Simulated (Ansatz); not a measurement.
**Re, response to strain**

The parent structure is Re in the hcp (Mg type) structure (space group P6_3/mmc, No. 194; relaxed with 0.1 eV smearing).

```yaml
crystal:
  lattice:
    - [2.75189, 0.00000, 0.00000]
    - [-1.37595, 2.38321, 0.00000]
    - [0.00000, 0.00000, 4.44007]
  atoms:
    - { symbol: Re, position: [0.66667, 0.33333, 0.75000] }
    - { symbol: Re, position: [0.33333, 0.66667, 0.25000] }
```

Cartesian axes are those of the cell as printed.

Strains are applied to the cell and any free atomic positions relax.

Level of theory: Kohn–Sham DFT with the PBEsol functional, run in Ansatz (a program for electronic structure) with PAW and 420 eV plane waves, no spin-orbit coupling.

Notes on the quantities. energy relative to the base: free energy F.

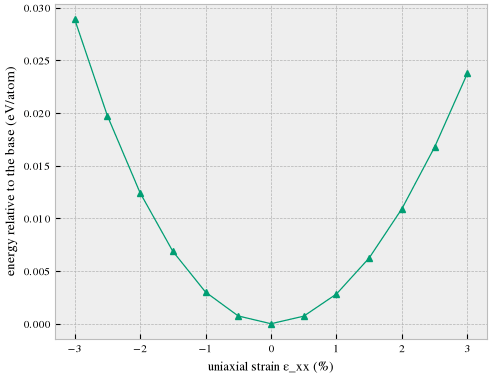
*Energy relative to the base against uniaxial strain ε_xx*

### Question
From the plot, what is the energy relative to the base for uniaxial strain ε_xx = −2.50 %?

### Answer
About 0.020 eV/atom.

### Question
Is the trend monotonic over the range shown?

### Answer
No, it turns within the range, spanning 0 meV/atom to +29 meV/atom.

No phonon test of stability was made. All final runs are without spin polarisation.
